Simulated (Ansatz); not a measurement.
**Single-point calculation of CH$_{5}$BSSi (charge +1)**

System: CH$_{5}$BSSi, charge +1, multiplicity 2.
Method: UKS B2GP-PLYP/pcseg-2 (Ansatz 0.2.0).

The geometry comes from this level: PBE0-D4/def2-TZVP. Figures and captions count atoms from 1; the log counts them from 0 in places.

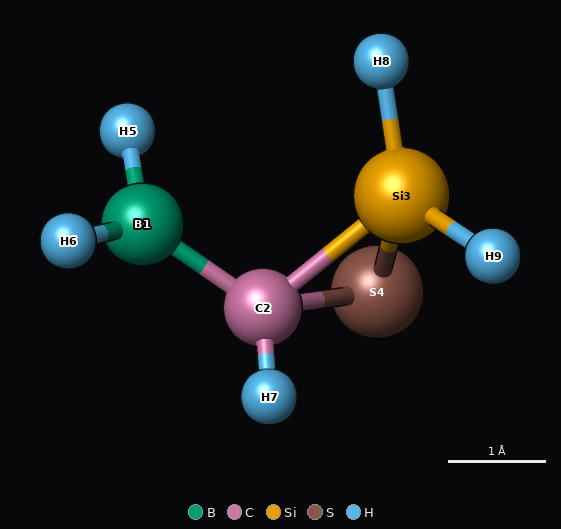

**Figure 1.** The input geometry (ball-and-stick view, seen on its broad side; atoms are numbered from 1 in the order of the input). Bond lengths as drawn: B–C 1.53 Å, B–H 1.19 Å, C–H 1.03 Å, C–S 1.85 Å, C–Si 1.89 Å, H–Si 1.42 to 1.50 Å and S–Si 2.06 Å.

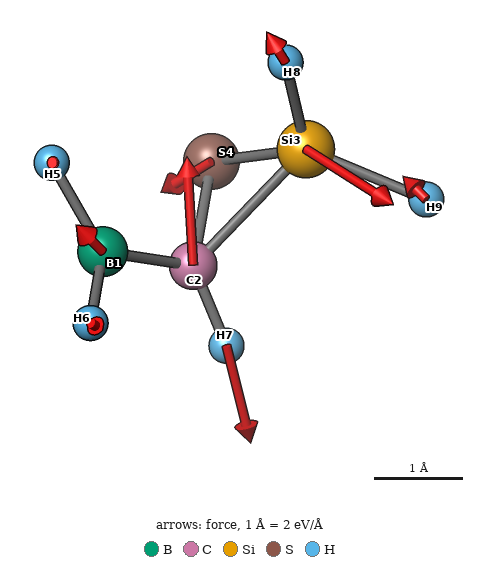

**Figure 2.** Forces on the atoms as red arrows (ball-and-stick view, seen at a tilt; atoms are numbered from 1 in the order of the input). The largest act on Si3 (2.94 eV/Å); C2 (2.54 eV/Å); H7 (2.48 eV/Å); S4 (1.70 eV/Å), among others. The geometry is not a stationary point of this energy.

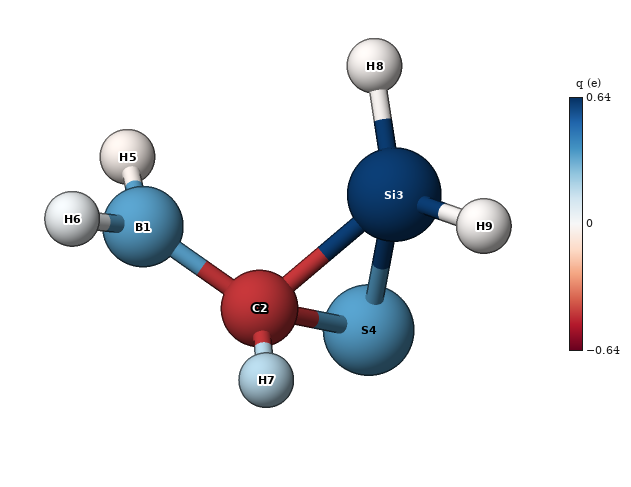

**Figure 3.** Mulliken charges, as the colour of each atom (ball-and-stick view, seen at a tilt; atoms are numbered from 1 in the order of the input). By element: B +0.35, C −0.46, Si +0.61, S +0.35 and H −0.03 to +0.18 e.

These pictures come from the run below.

Input:
```yaml
crystal:
  periodic: [false, false, false]
  atoms:
    - {symbol: B, position_ang: [0.102538, 1.312578, -0.603695]}
    - {symbol: C, position_ang: [-0.776760, 0.115533, -0.231216]}
    - {symbol: Si, position_ang: [0.397840, -1.095195, 0.629789]}
    - {symbol: S, position_ang: [-0.683334, -1.527182, -1.065956]}
    - {symbol: H, position_ang: [1.042906, 1.176666, -1.314077]}
    - {symbol: H, position_ang: [-0.023140, 2.371484, -0.077830]}
    - {symbol: H, position_ang: [-1.681778, 0.246099, 0.232851]}
    - {symbol: H, position_ang: [1.800857, -0.875038, 0.625362]}
    - {symbol: H, position_ang: [-0.191939, -1.576502, 1.921259]}
basis:
  gaussian: {orbitals: pcseg-2}
total_charge: 1
magnetization: {spin_polarized: true, initial_magnetization: 1}
hamiltonian: {xc: {name: B2GP-PLYP}}
accuracy: high
output: {forces: true}
```

Launch command:
```bash
ansatz run in.yaml --threads 2 --pin off --events-out ev --progress --plain --max-ram 4352MiB
```

The program's output:
```
Functional definition: B2GP-PLYP
  name "B2GP-PLYP"
  cite "Karton, Tarnopolsky, Lamère, Schatz & Martin, J. Phys. Chem. A 112, 12868 (2008) doi:10.1021/jp801805p"
  cite "Becke, Phys. Rev. A 38, 3098 (1988) doi:10.1103/PhysRevA.38.3098"
  cite "Lee, Yang & Parr, Phys. Rev. B 37, 785 (1988) doi:10.1103/PhysRevB.37.785"
  parameter a = 0.65
  parameter c = 0.36
  exchange = (1 - a)*b88_x + a*exact_x
  correlation = (1 - c)*lyp_c + c*(mp2_os + mp2_ss)
3585 factors; integrals over basis functions are off by at most 7.3e-9 eV
mean field evaluation 1: about -20473.9065 eV, gradient 3.9e1 eV
mean field evaluation 2: about -20474.0925 eV, gradient 3.9e1 eV
mean field evaluation 4: about -20481.6977 eV, gradient 5.3e0 eV
mean field evaluation 8: about -20481.9314 eV, gradient 6.8e-1 eV
mean field evaluation 16: about -20481.9467 eV, gradient 1.8e-2 eV
mean field evaluation 32: about -20481.9468 eV, gradient 3.6e-6 eV
mean field -20481.94677252 eV, -752.6976607281 hartree, gradient 7.2e-8 eV, S^2 0.758883; 2 other end points of the search recorded, 0 dependent functions left out
12 core orbitals not correlated: weight in the atoms' cores, before any rotation towards them, 1.000 or more for the frozen orbitals, at most 0.000 for the correlated occupied ones
reference -20481.94679441 eV, -752.6976615324 hartree; 11, 10 occupied and 175, 176 virtual orbitals, 3585 factors
second order -16.17449910 eV of doubles, -0.00000000 eV of singles
the calculation of the forces begins
Total energy: -20487.76961409 eV, -752.9116462086 hartree
Atom 0 at     0.102538     1.312578    -0.603695 Å, force     0.936177     0.414549    -0.394942 eV/Å
Atom 1 at    -0.776760     0.115533    -0.231216 Å, force     2.108384    -1.186977    -0.771718 eV/Å
Atom 2 at     0.397840    -1.095195     0.629789 Å, force    -0.150669     0.648192     2.867810 eV/Å
Atom 3 at    -0.683334    -1.527182    -1.065956 Å, force    -1.074369     0.414937    -1.243833 eV/Å
Atom 4 at     1.042906     1.176666    -1.314077 Å, force    -0.146386    -0.186046    -0.052409 eV/Å
Atom 5 at    -0.023140     2.371484    -0.077830 Å, force    -0.424627    -0.354075     0.077496 eV/Å
Atom 6 at    -1.681778     0.246099     0.232851 Å, force    -2.356851     0.356698     0.699659 eV/Å
Atom 7 at     1.800857    -0.875038     0.625362 Å, force     0.826699     0.089216    -0.407064 eV/Å
Atom 8 at    -0.191939    -1.576502     1.921259 Å, force     0.281642    -0.196494    -0.774999 eV/Å
Dipole moment:     0.027509    -0.234184     0.181132 e Å
```

Summary:

- outcome: converged
- total energy: −20487.7696 eV
- mean-field energy: −20481.9468 eV
- ⟨S²⟩: 0.759
- SCF solution under orbital rotations: stable
- largest force (length of the vector): 2.944 eV/Å
- hardware: 2 threads of Arm Neoverse V1, 23 GiB of memory available, shared host
- wall time: 1.9 min (CPU time 3.8 min)
- peak memory: 1.5 GiB
